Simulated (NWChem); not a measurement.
**triplet GeH3F at 3 levels**

We compute a comparison of 3 runs (UB3LYP/aug-cc-pVDZ, UBHLYP/aug-cc-pVDZ, UPBE0/aug-cc-pVDZ) of triplet GeH3F. 

The calculation is run with NWChem 7.3.0.

2 further runs of the same task are left out: 2 that didn't finish.

### Step 1. The molecule

GeH3F: 5 atoms, total charge 0, spin state triplet. SMILES of the parent species: `[F][GeH3]`. The shape is that of a PBE0-D4/def2-TZVP optimisation. That shape belongs to the parent species and isn't relaxed for this state.

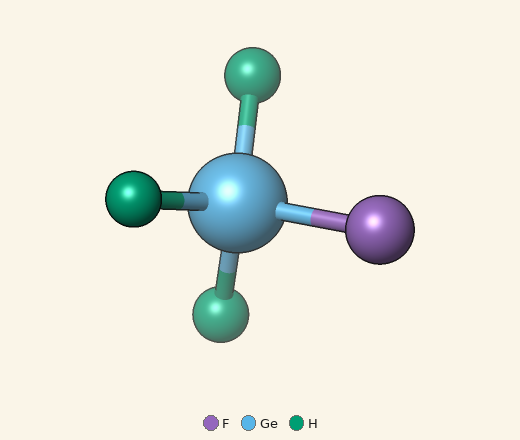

Viewed from a chosen angle; fluorine purple, germanium blue, hydrogen teal.

### Step 2. A single-point energy at UB3LYP/aug-cc-pVDZ (run 1)

The input, job.nw:

```
start job
memory 2200 mb
geometry units bohr noautosym nocenter noautoz
   F     -1.97759839     0.89629710     2.19623970
   Ge     0.12887932    -0.07861261    -0.13757206
   H      2.51522547    -0.96753978     1.24457363
   H     -1.18637006    -2.22609737    -1.57074035
   H      0.61434996     2.23667984    -1.81054660
end
basis spherical bse
   * library aug-cc-pVDZ
end
dft
   xc b3lyp
   mult 3
   grid xfine
   convergence energy 1e-08
   maxiter 100
   mulliken
end
task dft energy
```

The run is started by

```bash
nwchem job.nw > job.out
```

Standard output:

```text
[...]
          Wavefunction type:  spin polarized.
          No. of atoms     :     5
          No. of electrons :    44
[...]
          Charge           :     0
          Spin multiplicity:     3
[...]
          AO basis - number of functions:    86
[...]
              XC Information
              --------------
                         B3LYP Method XC Potential
                     Hartree-Fock (Exact) Exchange  0.200
                        Slater Exchange Functional  0.800 local
                    Becke 1988 Exchange Functional  0.720 non-local
              Lee-Yang-Parr Correlation Functional  0.810
                  VWN I RPA Correlation Functional  0.190 local
[...]
 d= 0,ls=0.0,diis     1  -2178.3121028312 -2.31D+03  2.07D-02  1.84D-01     7.8
[...]
 d= 0,ls=0.5,diis    72  -2178.4348892375  7.34D-09  1.10D-06  8.03D-07   385.2
[...]
         Total DFT energy =    -2178.434889405894
      One electron energy =    -3285.553465074758
           Coulomb energy =     1070.930195656415
    Exchange-Corr. energy =      -90.510650077307
 Nuclear repulsion energy =      126.699030089756
[...]
      Total Density - Mulliken Population Analysis
     ---------------------------------------------
    Atom       Charge   Shell Charges
 -----------   ------   -------------------------------------------------------
    1 F    9     9.31   2.01  0.92  1.01  0.04  3.27  1.92  0.13  0.00  0.01
    2 Ge  32    32.55   2.00  2.00  2.03  0.93  0.57  0.03  6.00  6.01  1.41  1.11  0.20  9.91  0.26  0.09
    3 H    1     0.69   0.62  0.03 -0.01  0.02  0.03
    4 H    1     0.72   0.65  0.04 -0.01  0.02  0.02
    5 H    1     0.74   0.70  0.03 -0.01  0.01  0.01
[...]
      <S2> =      2.0089 (Exact =     2.0000)
[...]
```

It took 6.5 min on 1 thread of Intel Xeon 6975P-C (Granite Rapids), shared host; peak memory 0.12 GiB.

### Step 3. A single-point energy at UBHLYP/aug-cc-pVDZ (run 2)

The input, fgeh3.nw:

```
START fgeh3
TITLE "FGeH3"
memory 2200 mb

GEOMETRY units angstroms noautosym nocenter noautoz
  F    -1.046500    0.474300    1.162200
  Ge    0.068200   -0.041600   -0.072800
  H     1.331000   -0.512000    0.658600
  H    -0.627800   -1.178000   -0.831200
  H     0.325100    1.183600   -0.958100
END

BASIS spherical bse
  * library aug-cc-pVDZ
END

DFT
  xc bhlyp
  mult 3
  grid xfine
  convergence energy 1e-08
  maxiter 100
  mulliken
END

TASK dft energy
```

The run is started by

```bash
nwchem fgeh3.nw > fgeh3.out
```

Standard output:

```text
[...]
          Wavefunction type:  spin polarized.
          No. of atoms     :     5
          No. of electrons :    44
[...]
          Charge           :     0
          Spin multiplicity:     3
[...]
          AO basis - number of functions:    86
[...]
              XC Information
              --------------
                        BHLYP Method XC Functional
                     Hartree-Fock (Exact) Exchange  0.500
                        Slater Exchange Functional  0.500 local
                    Becke 1988 Exchange Functional  0.500 non-local
              Lee-Yang-Parr Correlation Functional  1.000
[...]
 d= 0,ls=0.0,diis     1  -2178.2032241997 -2.30D+03  1.20D-02  1.58D-01     7.8
[...]
 d= 0,ls=0.0,diis    30  -2178.3091342455 -1.63D-09  1.19D-06  6.80D-10   160.7
[...]
         Total DFT energy =    -2178.309134245482
      One electron energy =    -3286.083548220442
           Coulomb energy =     1071.523565157978
    Exchange-Corr. energy =      -90.448190296300
 Nuclear repulsion energy =      126.699039113282
[...]
      Total Density - Mulliken Population Analysis
     ---------------------------------------------
    Atom       Charge   Shell Charges
 -----------   ------   -------------------------------------------------------
    1 F    9     9.44   2.00  0.91  1.02  0.05  3.28  2.03  0.13  0.00  0.01
    2 Ge  32    32.17   2.00  2.00  2.02  0.88  0.45  0.01  6.00  6.01  1.35  0.98  0.19  9.94  0.25  0.10
    3 H    1     0.77   0.62  0.10 -0.01  0.02  0.04
    4 H    1     0.77   0.62  0.10 -0.01  0.02  0.04
    5 H    1     0.84   0.70  0.12 -0.01  0.01  0.02
[...]
      <S2> =      2.0217 (Exact =     2.0000)
[...]
```

It took 2.7 min on 1 thread of Intel Xeon 6975P-C (Granite Rapids), shared host; peak memory 0.12 GiB.

### Step 4. The energy at UPBE0/aug-cc-pVDZ (run 3)

The input, fgeh3.nw:

```
start fgeh3
title "FGeH3"
memory total 2200 mb
geometry units angstrom noautosym nocenter noautoz
F       -1.046500       0.474300       1.162200
Ge       0.068200      -0.041600      -0.072800
H        1.331000      -0.512000       0.658600
H       -0.627800      -1.178000      -0.831200
H        0.325100       1.183600      -0.958100
end
basis spherical bse
F library aug-cc-pVDZ
Ge library aug-cc-pVDZ
H library aug-cc-pVDZ
end
dft
xc pbe0
mult 3
grid xfine
convergence energy 1e-08
maxiter 100
mulliken
end
task dft energy
```

The run is started by

```bash
nwchem fgeh3.nw > fgeh3.out
```

Standard output:

```text
[...]
          Wavefunction type:  spin polarized.
          No. of atoms     :     5
          No. of electrons :    44
[...]
          Charge           :     0
          Spin multiplicity:     3
[...]
          AO basis - number of functions:    86
[...]
              XC Information
              --------------
                         PBE0 Method XC Functional
                     Hartree-Fock (Exact) Exchange  0.250
          PerdewBurkeErnzerhof Exchange Functional  0.750
            Perdew 1991 LDA Correlation Functional  1.000 local
           PerdewBurkeErnz. Correlation Functional  1.000 non-local
[...]
 d= 0,ls=0.0,diis     1  -2177.9028233316 -2.30D+03  1.81D-02  1.80D-01     7.8
[...]
 d= 0,ls=0.5,diis    51  -2178.0237410535 -7.63D-09  5.96D-06  5.13D-07   275.2
[...]
         Total DFT energy =    -2178.023740894300
      One electron energy =    -3285.861840728575
           Coulomb energy =     1071.248350398499
    Exchange-Corr. energy =      -90.109289677506
 Nuclear repulsion energy =      126.699039113282
[...]
      Total Density - Mulliken Population Analysis
     ---------------------------------------------
    Atom       Charge   Shell Charges
 -----------   ------   -------------------------------------------------------
    1 F    9     9.31   2.01  0.91  1.02  0.01  3.27  1.97  0.12  0.00  0.01
    2 Ge  32    32.33   2.00  2.00  2.03  0.90  0.53 -0.01  6.00  6.01  1.40  1.03  0.18  9.92  0.26  0.09
    3 H    1     0.75   0.60  0.09 -0.01  0.02  0.04
    4 H    1     0.78   0.64  0.11 -0.00  0.02  0.03
    5 H    1     0.82   0.68  0.11  0.00  0.01  0.01
[...]
      <S2> =      2.0099 (Exact =     2.0000)
[...]
```

It took 4.7 min on 1 thread of Intel Xeon 6975P-C (Granite Rapids), shared host; peak memory 0.12 GiB.

### Step 5. The series

| run | level | energy (Eh) | dipole moment (D) | HOMO energy (eV) | ⟨S²⟩ | wall time |
| --- | --- | --- | --- | --- | --- | --- |
| 1 | UB3LYP/aug-cc-pVDZ | -2178.434889 | 1.08 | -2.87 | 2.009 | 6.5 min |
| 2 | UBHLYP/aug-cc-pVDZ | -2178.309134 | 1.50 | -3.55 | 2.022 | 2.7 min |
| 3 | UPBE0/aug-cc-pVDZ | -2178.023741 | 1.10 | -3.06 | 2.010 | 4.7 min |

### Step 6. Results

```
                                 quantity           value
                      run 3: total energy  -2178.02374 Eh
                     run 3: dipole moment          1.10 D
run 3: HOMO energy (highest over α and β)        -3.06 eV
                              run 3: ⟨S²⟩           2.010
```

The dipole moment (its size) runs from 1.08 D (UB3LYP/aug-cc-pVDZ) to 1.50 D (UBHLYP/aug-cc-pVDZ). Totals of different functionals can't be ranked against each other. All runs together took 14 min, the longest 6.5 min.
